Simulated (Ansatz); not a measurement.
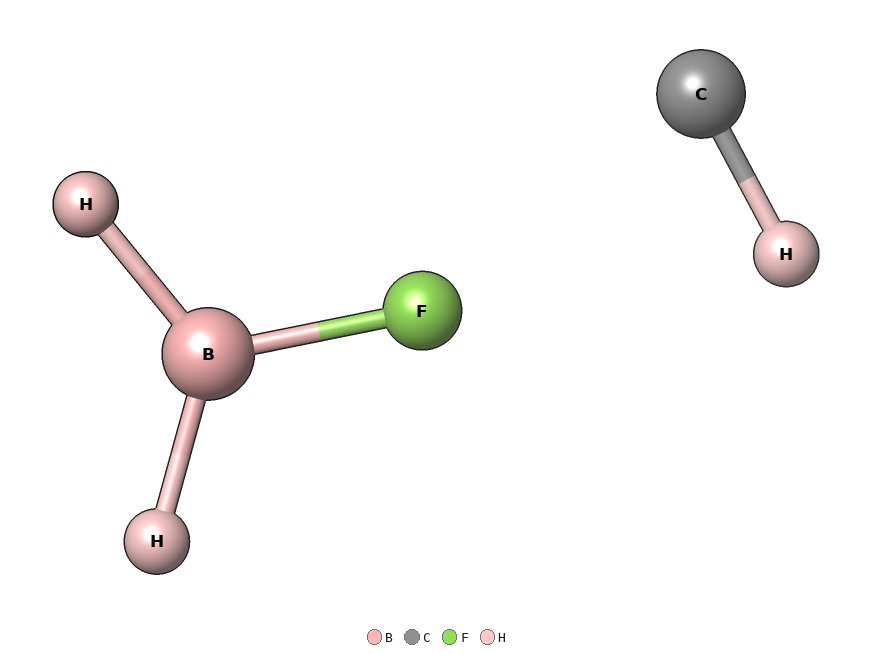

All atoms lie in one plane, which faces the viewer. State: charge −1, singlet. The computed structure is the end point of a PBE-D4/def2-SVPD optimisation. No frequency run is at hand to confirm it as a minimum.

Q: Which symmetry elements does this geometry have?

A: It has 1 mirror plane, so the point group is Cs. The group has 2 operations. The geometry is achiral, and symmetry allows a dipole moment.
